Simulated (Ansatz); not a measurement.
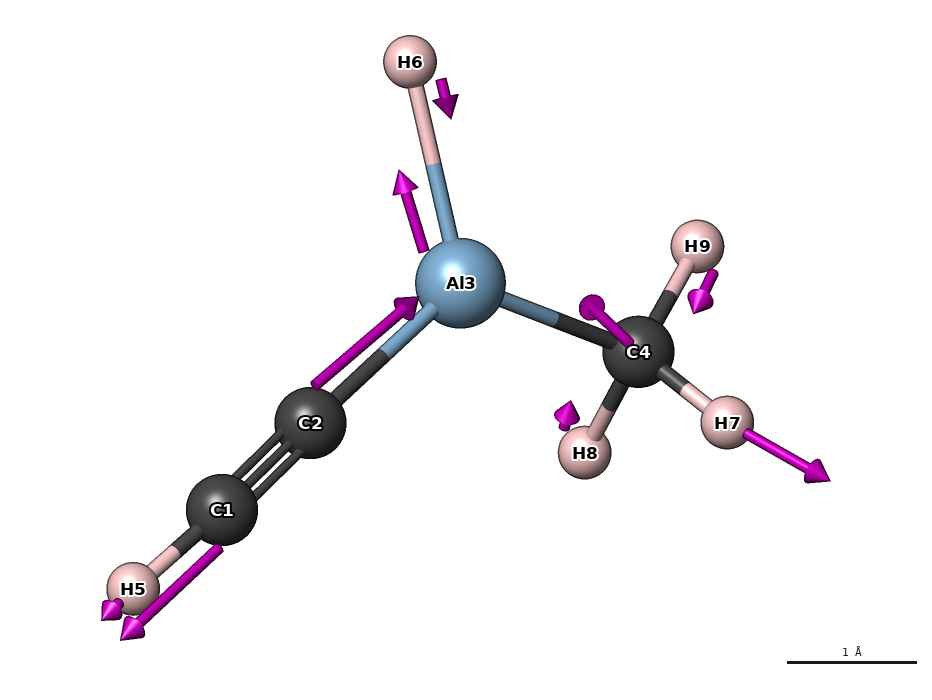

Arrows show the forces on the atoms, 0.2 Å of arrow for 1 eV/Å; forces under a tenth of the largest aren't drawn. Level of theory: PBE0-D4/def2-TZVPP (Ansatz 0.2.0).

Along which bond is the force strongest?

Answer. C1–C2, now 1.150 Å: the forces push its atoms apart, so a first step downhill lengthens it.

List the force components in the frame of the picture (x right, y up, z towards the viewer), in eV/Å.

```json
{"atom": "C1", "Fx": "−3.87", "Fy": "−3.62", "Fz": "3.09"}
{"atom": "C2", "Fx": "4.08", "Fy": "3.49", "Fz": "−3.31"}
{"atom": "Al3", "Fx": "−0.99", "Fy": "3.23", "Fz": "0.29"}
{"atom": "C4", "Fx": "−1.71", "Fy": "1.63", "Fz": "−5.25"}
{"atom": "H5", "Fx": "−0.71", "Fy": "−0.71", "Fz": "0.75"}
{"atom": "H6", "Fx": "0.40", "Fy": "−1.60", "Fz": "−0.10"}
{"atom": "H7", "Fx": "3.30", "Fy": "−1.88", "Fz": "1.93"}
{"atom": "H8", "Fx": "0.26", "Fy": "1.08", "Fz": "0.85"}
{"atom": "H9", "Fx": "−0.77", "Fy": "−1.61", "Fz": "1.77"}
```
